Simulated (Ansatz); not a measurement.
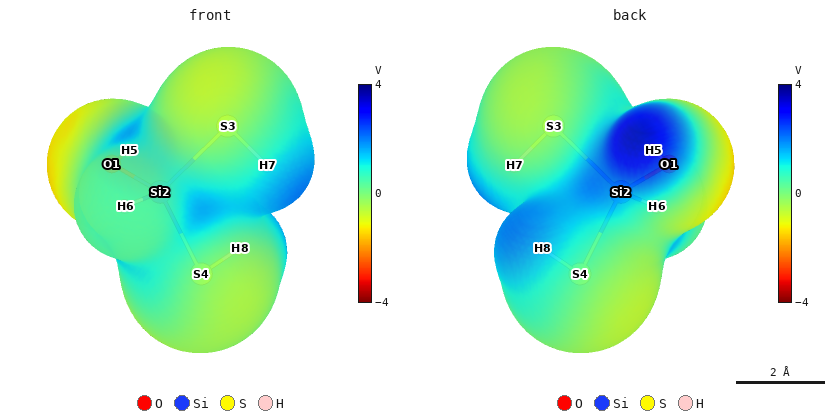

Figure. H4OS2Si (SMILES O[SiH](S)S). The molecular electrostatic potential painted on the density surface at 0.004 e/bohr³, seen from the front and from behind; the colour scale runs from red (negative) to blue (positive).

Theory: RKS PBE-D4/def2-SVP (Ansatz).

```yaml
atoms:
  - { symbol: O, position_ang: [-0.8439, 1.4877, -0.7546] }
  - { symbol: Si, position_ang: [0.0718, 0.5362, 0.2723] }
  - { symbol: S, position_ang: [1.6377, -0.3518, -0.9309] }
  - { symbol: S, position_ang: [-0.9754, -1.0295, 1.3339] }
  - { symbol: H, position_ang: [-1.1932, 1.0329, -1.5421] }
  - { symbol: H, position_ang: [0.5329, 1.4705, 1.3411] }
  - { symbol: H, position_ang: [1.8846, -1.3430, -0.0292] }
  - { symbol: H, position_ang: [-1.0221, -1.8601, 0.2537] }
```

Where is the surface potential most negative and most positive?

Answer. The most negative region (about −1.4 V, or −32 kcal/mol for a unit charge) lies over O1, the most positive (about +3.4 V, or +78 kcal/mol for a unit charge) over H5. O1 is the likeliest acceptor of a hydrogen bond.
